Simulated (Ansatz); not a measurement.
Input file:

```
crystal:
  periodic: [false, false, false]
  atoms:
    - {symbol: In, position_ang: [0.907480, -4.391009, 0.905697]}
    - {symbol: In, position_ang: [-2.719978, 2.719210, -2.720295]}
    - {symbol: In, position_ang: [0.946461, -0.952414, -2.423876]}
    - {symbol: In, position_ang: [-2.426390, -0.949494, 0.947825]}
    - {symbol: In, position_ang: [0.913784, -0.915038, 4.385585]}
    - {symbol: In, position_ang: [0.948733, 2.417781, 0.949439]}
    - {symbol: In, position_ang: [4.392359, -0.909794, 0.902164]}
    - {symbol: Sb, position_ang: [-3.874093, 0.867201, -0.863214]}
    - {symbol: Sb, position_ang: [-0.686571, -2.474155, -0.683255]}
    - {symbol: Sb, position_ang: [2.328433, -2.327406, 2.317795]}
    - {symbol: Sb, position_ang: [-0.862560, 0.864972, -3.871644]}
    - {symbol: Sb, position_ang: [-0.861573, 3.868438, -0.865245]}
    - {symbol: Sb, position_ang: [2.471640, 0.679690, -0.685551]}
    - {symbol: Sb, position_ang: [-0.682487, 0.677265, 2.472870]}
    - {symbol: H, position_ang: [1.931553, -5.139055, -0.286244]}
    - {symbol: H, position_ang: [-0.278815, -5.135498, 1.938820]}
    - {symbol: H, position_ang: [-3.716618, 3.722584, -3.722984]}
    - {symbol: H, position_ang: [1.772094, -1.783250, -3.715121]}
    - {symbol: H, position_ang: [-3.720245, -1.774422, 1.775275]}
    - {symbol: H, position_ang: [-0.273828, -1.945606, 5.131630]}
    - {symbol: H, position_ang: [1.940085, 0.275546, 5.132611]}
    - {symbol: H, position_ang: [1.777867, 3.709251, 1.776532]}
    - {symbol: H, position_ang: [5.139162, -1.936789, -0.287880]}
    - {symbol: H, position_ang: [5.137136, 0.280050, 1.930963]}
    - {symbol: H, position_ang: [-5.048905, -0.005040, -1.771692]}
    - {symbol: H, position_ang: [-5.036319, 1.784806, 0.016453]}
    - {symbol: H, position_ang: [-1.763271, -3.280841, -1.761319]}
    - {symbol: H, position_ang: [3.324168, -3.325375, 3.311596]}
    - {symbol: H, position_ang: [-1.768288, -0.004420, -5.050514]}
    - {symbol: H, position_ang: [0.021698, 1.783588, -5.029502]}
    - {symbol: H, position_ang: [0.020814, 5.029693, -1.781267]}
    - {symbol: H, position_ang: [-1.768055, 5.043801, 0.008334]}
    - {symbol: H, position_ang: [3.274274, 1.758580, -1.764440]}
    - {symbol: H, position_ang: [-1.757043, 1.755750, 3.281854]}
basis:
  gaussian: {orbitals: def2-SVP, fitting: {mean_field: def2-universal-jkfit}, initial_orbitals: start.molden}
hamiltonian: {xc: pbe0, dispersion: d4}
scf: {omitted_lower_state_checks: [starts]}
output: {orbitals: {seedname: orbitals}}
```

Launched as:

```sh
ansatz run in.yaml --threads 2 --pin off --events-out ev --progress --plain --max-ram 32768MiB --backend cuda --devices 0, --max-vram 18GiB
```

Geometry: PBE-D4/def2-SVP; core potentials replace the inner electrons of In and Sb.

The calculation used RKS PBE0-D4/def2-SVP (Ansatz).

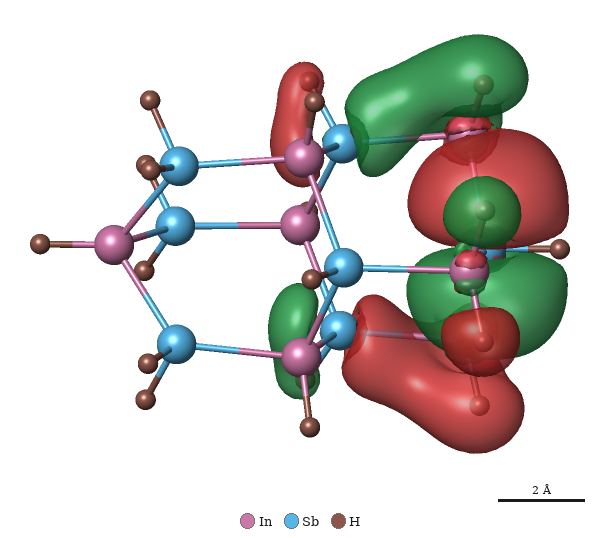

H20In7Sb7. The HOMO at ±0.04 Å⁻³ᐟ² (green and red are the two phases), seen at an oblique angle.

Q: Where does this orbital lie, and at what energy?

A: It lies mainly on Sb10 (about 45 %), In1 (about 15 %) and In7 (about 15 %). It is one of a degenerate set, so its orientation is arbitrary. Its energy is −6.50 eV.
